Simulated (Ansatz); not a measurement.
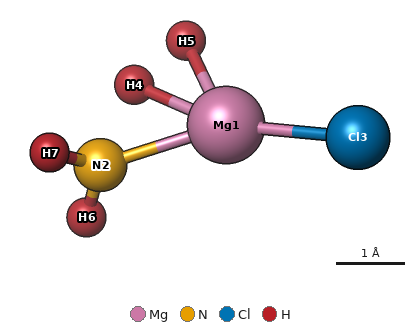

*The input geometry (ball-and-stick view, seen at a tilt; atoms are numbered from 1 in the order of the input). Sticks mark near contacts.*

Bond lengths as drawn: Cl–Mg 2.22 Å, H–Mg 1.81 to 1.83 Å, H–N 1.00 to 1.08 Å and Mg–N 1.99 Å.

## Saddle-point search, with input and output: MgNH$_{4}$Cl

- system: MgNH$_{4}$Cl
- method: RKS PBE0-D4/def2-SVPD (Ansatz 0.2.0)

Figures and captions count atoms from 1; the log counts them from 0 in places.

Log
```
Functional definition: PBE0
  name "PBE0"
  cite "Adamo & Barone, J. Chem. Phys. 110, 6158 (1999) doi:10.1063/1.478522"
  cite "Perdew, Burke & Ernzerhof, Phys. Rev. Lett. 77, 3865 (1996) doi:10.1103/PhysRevLett.77.3865"
  parent pbe
  parameter a = 0.25
  parameter kappa = 0.804
  parameter beta = 0.06672455060314922
  exchange = (1 - a)*pbe_x(kappa = kappa, mu = beta*pi^2/3) + a*exact_x
  correlation = pbe_c(beta = beta)
1003 factors; integrals over basis functions are off by at most 2.8e-4 eV
mean field evaluation 1: about -19501.9000 eV, gradient 5.4e1 eV
mean field evaluation 2: about -19488.6865 eV, gradient 8.7e1 eV
mean field evaluation 4: about -19508.0306 eV, gradient 4.1e0 eV
mean field evaluation 8: about -19508.1016 eV, gradient 1.0e-1 eV
mean field evaluation 16: about -19508.1017 eV, gradient 3.2e-5 eV
mean field -19508.10165146 eV, -716.9095126249 hartree, gradient 3.2e-5 eV, S^2 0.000000; 0 other end points of the search recorded, 0 dependent functions left out
the calculation of the forces begins
reference -19508.10170059 eV, -716.9095144304 hartree; 20, 20 occupied and 80, 80 virtual orbitals, 1003 factors
these checks for a lower state are left out or cut short: stability, starts, cluster_reference, orbital_swaps, neighbouring_geometries, increment
1003 factors; integrals over basis functions are off by at most 2.8e-4 eV
mean field -19508.10209637 eV, -716.9095289750 hartree, gradient 3.3e-6 eV, S^2 0.000000; 0 other end points of the search recorded, 0 dependent functions left out
[... from here on the field's lines of each further geometry are left out, up to the last ...]
saddle step   1: F+E_penalty+E_count = -19508.18153449 eV  max|allowed force component| = 2.172e0 eV/Å  curvature = -7.5671 eV/Å²  mode residual = 2.84e0 eV/Å²  Δτ_max = 0.0000 Å  (1 rotations, 3 force calls, 64 SCF iters)  cluster: 3 rotations left out, max|force component along them| = 1.409e-7 eV/Å
saddle step   2: F+E_penalty+E_count = -19508.28966787 eV  max|allowed force component| = 6.141e-1 eV/Å  curvature = -3.4943 eV/Å²  mode residual = 3.29e0 eV/Å²  Δτ_max = 0.1074 Å  (1 rotations, 3 force calls, 67 SCF iters)  cluster: 3 rotations left out, max|force component along them| = 1.252e-7 eV/Å
saddle step   3: F+E_penalty+E_count = -19508.32800033 eV  max|allowed force component| = 5.552e-1 eV/Å  curvature = -5.9930 eV/Å²  mode residual = 5.23e-1 eV/Å²  Δτ_max = 0.0434 Å  (1 rotations, 3 force calls, 69 SCF iters)  cluster: 3 rotations left out, max|force component along them| = 7.153e-9 eV/Å
saddle step   4: F+E_penalty+E_count = -19508.33383776 eV  max|allowed force component| = 4.955e-1 eV/Å  curvature = -6.0403 eV/Å²  mode residual = 6.65e-1 eV/Å²  Δτ_max = 0.0075 Å  (1 rotations, 3 force calls, 69 SCF iters)  cluster: 3 rotations left out, max|force component along them| = 1.389e-8 eV/Å
saddle step   5: F+E_penalty+E_count = -19508.35106083 eV  max|allowed force component| = 2.198e-1 eV/Å  curvature = -6.2796 eV/Å²  mode residual = 8.53e-1 eV/Å²  Δτ_max = 0.0317 Å  (1 rotations, 3 force calls, 68 SCF iters)  cluster: 3 rotations left out, max|force component along them| = 1.620e-8 eV/Å
saddle step   6: F+E_penalty+E_count = -19508.35135523 eV  max|allowed force component| = 4.666e-1 eV/Å  curvature = -5.1691 eV/Å²  mode residual = 1.34e0 eV/Å²  Δτ_max = 0.0328 Å  (1 rotations, 3 force calls, 69 SCF iters)  cluster: 3 rotations left out, max|force component along them| = 4.632e-9 eV/Å
saddle step   7: F+E_penalty+E_count = -19508.35543253 eV  max|allowed force component| = 2.883e-2 eV/Å  curvature = -5.6913 eV/Å²  mode residual = 4.49e-1 eV/Å²  Δτ_max = 0.0114 Å  (1 rotations, 3 force calls, 70 SCF iters)  cluster: 3 rotations left out, max|force component along them| = 1.232e-8 eV/Å
saddle step   8: F+E_penalty+E_count = -19508.35552562 eV  max|allowed force component| = 1.729e-2 eV/Å  curvature = -5.7063 eV/Å²  mode residual = 5.96e-1 eV/Å²  Δτ_max = 0.0037 Å  (1 rotations, 7 force calls, 141 SCF iters)  cluster: 3 rotations left out, max|force component along them| = 1.106e-7 eV/Å
saddle step   9: F+E_penalty+E_count = -19508.35565368 eV  max|allowed force component| = 4.959e-3 eV/Å  curvature = -5.8006 eV/Å²  mode residual = 3.47e-1 eV/Å²  Δτ_max = 0.0101 Å  (1 rotations, 10 force calls, 198 SCF iters)  cluster: 3 rotations left out, max|force component along them| = 1.277e-8 eV/Å
saddle search: the force at step 10 is within saddle.f_tol, and the search now checks the order of the point unasked, as it does wherever a lone molecule whose rigid rotations it leaves out would converge (saddle.isolated_cluster): at most 100 rotations across the mode and 202 force calls, two more next to a line or behind a second negative curvature, two more where it reads a positive, two for each turn that reads one and six more at each negative that it reads, and up to 22 at one that stands (24 where saddle.amplitude is under 0.005 Å), over each length that the point is read over (saddle.order_check: false declines the check)
saddle search: the rotation starts from a random direction (saddle.seed = 0)
the calculation of the forces begins
reference -19508.27700846 eV, -716.9159568758 hartree; 20, 20 occupied and 80, 80 virtual orbitals, 1003 factors
1003 factors; integrals over basis functions are off by at most 2.8e-4 eV
mean field -19508.27696156 eV, -716.9159551523 hartree, gradient 7.1e-6 eV, S^2 0.000000; 1 other end points of the search recorded, 0 dependent functions left out
the calculation of the forces begins
reference -19508.27701102 eV, -716.9159569698 hartree; 20, 20 occupied and 80, 80 virtual orbitals, 1003 factors
saddle step  10: F+E_penalty+E_count = -19508.35567718 eV  max|allowed force component| = 1.541e-3 eV/Å  curvature = -5.6391 eV/Å² (error put at 0.0037; -5.6427 at half of saddle.amplitude)  mode residual = 4.32e-1 eV/Å²  Δτ_max = 0.0057 Å  (1 rotations, 56 force calls, 1006 SCF iters)  order check (unasked): positive, curvature across the mode = +0.2664 eV/Å²; +0.0890 less its residual, +0.0885 less it at half of saddle.amplitude; error put at 0.0005 (48 force calls)  cluster: 3 rotations left out, max|force component along them| = 1.295e-8 eV/Å
```

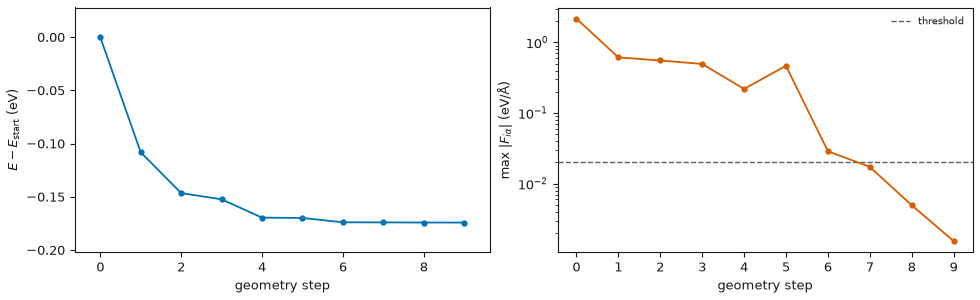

*Progress of the saddle-point search, step by step (the first geometry is step 0 here and step 1 in the log).*

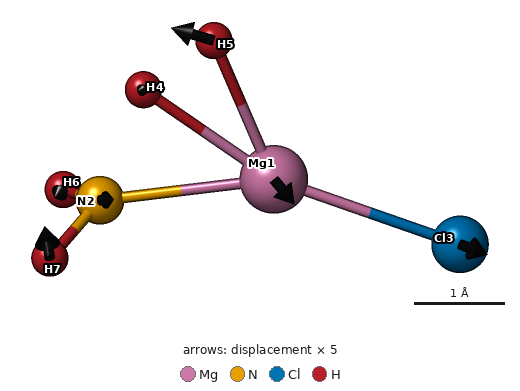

*The starting structure with the displacements as black arrows, magnified 5 times (ball-and-stick view, seen at a tilt). The two geometries are laid on each other by the best rigid fit.*

After 9 geometry steps the energy has fallen by 0.174 eV. Largest force component: 2.2 eV/Å at the start, 0.0015 eV/Å at the end. H5 moves most after the best rigid fit: 0.10 Å. Largest moves by element: H 0.10 Å, Mg 0.07 Å, Cl 0.07 Å, N 0.04 Å. Distances before and after: Mg1–H5 1.827 → 1.957 Å, Mg1–H4 1.808 → 1.888 Å, N2–H7 1.077 → 1.018 Å, N2–H6 1.003 → 1.018 Å. Among the angles that change: H6–N2–H7 113.6° → 106.5°, N2–Mg1–H5 78.1° → 73.1°, Mg1–N2–H7 119.8° → 124.2°. (Atoms are counted from 1 in the order of the input.)

```
Total energy: -19508.35572663 eV, -716.9188497153 hartree
Atom 0 at    -0.805077     0.333850    -0.607376 Å, force    -0.000850     0.000523    -0.001012 eV/Å
Atom 1 at     0.881174    -0.461110     0.100909 Å, force     0.000552    -0.001541     0.000285 eV/Å
Atom 2 at    -2.241572     0.877504    -2.213620 Å, force     0.000372    -0.000183     0.000511 eV/Å
Atom 3 at     0.002615     0.134018     1.087835 Å, force     0.000101    -0.000050     0.000352 eV/Å
Atom 4 at    -0.820025     0.600379     1.330984 Å, force     0.000007    -0.000044    -0.000045 eV/Å
Atom 5 at     1.042239    -1.460587     0.205620 Å, force    -0.000164     0.001254    -0.000053 eV/Å
Atom 6 at     1.798059    -0.027924     0.014481 Å, force    -0.000019     0.000040    -0.000039 eV/Å
Dipole moment:     0.643297    -0.283612     0.418755 e Å
```

Trajectory as extended XYZ (Å, eV, eV/Å), 10 frames, from step=1 to step=10
```
7
Properties=species:S:1:pos:R:3:forces:R:3 step=1 energy=-19508.18153
Mg   -0.7948    0.3133   -0.5372   -0.2195   0.0485  -0.7382
N     0.9037   -0.4928    0.1092    0.9090   2.1717  -0.1121
Cl   -2.1960    0.8793   -2.1593   -0.0648   0.0158  -0.0860
H    -0.0121    0.1262    1.0815    0.1146   0.0347   0.0775
H    -0.8878    0.6279    1.2598    0.4565  -0.2400   0.3418
H     1.0104   -1.4850    0.2072    0.5812  -0.5318   0.0804
H     1.8340    0.0273   -0.0423   -1.7769  -1.4989   0.4365
7
Properties=species:S:1:pos:R:3:forces:R:3 step=2 energy=-19508.28967
Mg   -0.8192    0.3299   -0.5606   -0.1053  -0.0087  -0.5712
N     0.8737   -0.4482    0.1219    0.0863  -0.6141  -0.1768
Cl   -2.2249    0.8875   -2.1830   -0.0540   0.0139  -0.0428
H    -0.0212    0.1536    1.0611    0.4596  -0.2318   0.2768
H    -0.8183    0.5790    1.2647   -0.5376   0.3584   0.5146
H     1.0732   -1.4434    0.2130   -0.3294  -0.0932   0.0762
H     1.7940   -0.0622    0.0017    0.4804   0.5755  -0.0768
7
Properties=species:S:1:pos:R:3:forces:R:3 step=3 energy=-19508.32800
Mg   -0.8101    0.3252   -0.5561   -0.1560   0.0259  -0.5552
N     0.8882   -0.4601    0.1106    0.0922  -0.0129   0.0205
Cl   -2.2173    0.8841   -2.1773   -0.0487   0.0102  -0.0543
H    -0.0101    0.1436    1.0700    0.1961  -0.0828   0.1667
H    -0.8551    0.6005    1.2725    0.0585   0.0116   0.3123
H     1.0541   -1.4596    0.2106   -0.0613   0.0040   0.0570
H     1.8076   -0.0376   -0.0115   -0.0809   0.0440   0.0529
7
Properties=species:S:1:pos:R:3:forces:R:3 step=4 energy=-19508.33384
Mg   -0.8098    0.3252   -0.5603   -0.1526   0.0313  -0.4955
N     0.8885   -0.4601    0.1085    0.0177  -0.0213   0.0427
Cl   -2.2185    0.8841   -2.1810   -0.0430   0.0082  -0.0490
H    -0.0054    0.1409    1.0698    0.1960  -0.0854   0.1317
H    -0.8497    0.5981    1.2771    0.0334   0.0197   0.2843
H     1.0477   -1.4607    0.2141   -0.0114   0.0493   0.0386
H     1.8047   -0.0314   -0.0093   -0.0403  -0.0018   0.0473
7
Properties=species:S:1:pos:R:3:forces:R:3 step=5 energy=-19508.35106
Mg   -0.8116    0.3267   -0.5823   -0.1020   0.0353  -0.2198
N     0.8861   -0.4591    0.0980   -0.1785  -0.0725   0.1231
Cl   -2.2283    0.8855   -2.1998   -0.0142  -0.0012  -0.0187
H     0.0089    0.1338    1.0737    0.1162  -0.0589   0.0086
H    -0.8353    0.5929    1.3048    0.0232   0.0025   0.1108
H     1.0396   -1.4584    0.2248    0.0290   0.0761  -0.0069
H     1.7980   -0.0253   -0.0003    0.1264   0.0186   0.0029
7
Properties=species:S:1:pos:R:3:forces:R:3 step=6 energy=-19508.35135
Mg   -0.8119    0.3263   -0.6038    0.0378  -0.0157  -0.0403
N     0.8807   -0.4611    0.0990    0.4457   0.2779  -0.0929
Cl   -2.2364    0.8857   -2.2165   -0.0008  -0.0018   0.0152
H    -0.0035    0.1399    1.0883    0.0414  -0.0201   0.0303
H    -0.8172    0.5869    1.3315   -0.1015   0.0622   0.0530
H     1.0381   -1.4577    0.2228    0.0440  -0.0460  -0.0102
H     1.8077   -0.0239   -0.0026   -0.4666  -0.2565   0.0449
7
Properties=species:S:1:pos:R:3:forces:R:3 step=7 energy=-19508.35543
Mg   -0.8106    0.3268   -0.6062    0.0278  -0.0096  -0.0092
N     0.8833   -0.4589    0.0966   -0.0130  -0.0224   0.0163
Cl   -2.2373    0.8857   -2.2173    0.0041  -0.0044   0.0149
H     0.0004    0.1389    1.0899   -0.0258   0.0162   0.0144
H    -0.8256    0.5923    1.3370    0.0288  -0.0162  -0.0174
H     1.0454   -1.4564    0.2204   -0.0260   0.0091  -0.0115
H     1.8018   -0.0323   -0.0016    0.0040   0.0273  -0.0075
7
Properties=species:S:1:pos:R:3:forces:R:3 step=8 energy=-19508.35553
Mg   -0.8105    0.3267   -0.6049    0.0140  -0.0030  -0.0173
N     0.8830   -0.4589    0.0977   -0.0147  -0.0015   0.0115
Cl   -2.2367    0.8854   -2.2163    0.0026  -0.0041   0.0112
H     0.0023    0.1379    1.0881   -0.0037   0.0018   0.0081
H    -0.8238    0.5912    1.3340    0.0018   0.0009   0.0001
H     1.0427   -1.4565    0.2208   -0.0034   0.0018  -0.0097
H     1.8004   -0.0297   -0.0006    0.0035   0.0042  -0.0039
7
Properties=species:S:1:pos:R:3:forces:R:3 step=9 energy=-19508.35565
Mg   -0.8070    0.3296   -0.6074    0.0017   0.0050   0.0046
N     0.8814   -0.4602    0.1009    0.0046  -0.0017  -0.0012
Cl   -2.2396    0.8812   -2.2139   -0.0031  -0.0012  -0.0025
H     0.0034    0.1353    1.0877   -0.0030  -0.0013   0.0002
H    -0.8216    0.5974    1.3316    0.0004   0.0005  -0.0019
H     1.0425   -1.4590    0.2111   -0.0008  -0.0030   0.0005
H     1.7982   -0.0281    0.0088    0.0003   0.0018   0.0003
7
Properties=species:S:1:pos:R:3:forces:R:3 step=10 energy=-19508.35568
Mg   -0.8051    0.3338   -0.6074   -0.0008   0.0005  -0.0010
N     0.8812   -0.4611    0.1009    0.0006  -0.0015   0.0003
Cl   -2.2416    0.8775   -2.2136    0.0004  -0.0002   0.0005
H     0.0026    0.1340    1.0878    0.0001  -0.0001   0.0004
H    -0.8200    0.6004    1.3310    0.0000   0.0000   0.0000
H     1.0422   -1.4606    0.2056   -0.0002   0.0013  -0.0001
H     1.7981   -0.0279    0.0145    0.0000   0.0000   0.0000
```

The run was set up as follows.

Input file
```yaml
crystal:
  periodic: [false, false, false]
  atoms:
    - {symbol: Mg, position_ang: [-0.794831, 0.313268, -0.537243]}
    - {symbol: N, position_ang: [0.903717, -0.492801, 0.109171]}
    - {symbol: Cl, position_ang: [-2.196019, 0.879299, -2.159277]}
    - {symbol: H, position_ang: [-0.012060, 0.126163, 1.081506]}
    - {symbol: H, position_ang: [-0.887833, 0.627873, 1.259783]}
    - {symbol: H, position_ang: [1.010410, -1.484971, 0.207190]}
    - {symbol: H, position_ang: [1.834030, 0.027299, -0.042298]}
basis:
  gaussian: {orbitals: def2-SVPD}
hamiltonian: {xc: pbe0, dispersion: d4}
saddle:
  f_tol: 0.02
  max_steps: 40
  mode_guess:
    - [-0.2960, 0.1996, 0.1889]
    - [-0.1014, 0.0742, 0.1644]
    - [-0.0066, -0.0262, -0.1215]
    - [0.6156, -0.4006, -0.3868]
    - [-0.0342, 0.0063, -0.1370]
    - [-0.0828, 0.0697, 0.1321]
    - [-0.0945, 0.0770, 0.1598]
```

Run as:
```bash
ansatz run in.yaml --threads 2 --pin off --events-out ev --progress --plain --max-ram 4352MiB
```

Results in brief

| quantity | value |
| --- | --- |
| outcome | converged |
| total energy | −19508.3557 eV |
| mean-field energy | −19508.2770 eV |
| dispersion energy | −0.0787 eV |
| largest force (length of the vector) at the end | 0.002 eV/Å |
| dipole moment | 3.93 D |
| hardware | 2 CPU threads, shared host |
| wall time | 1.9 min (CPU time 3.5 min) |
| peak memory | 0.4 GiB |
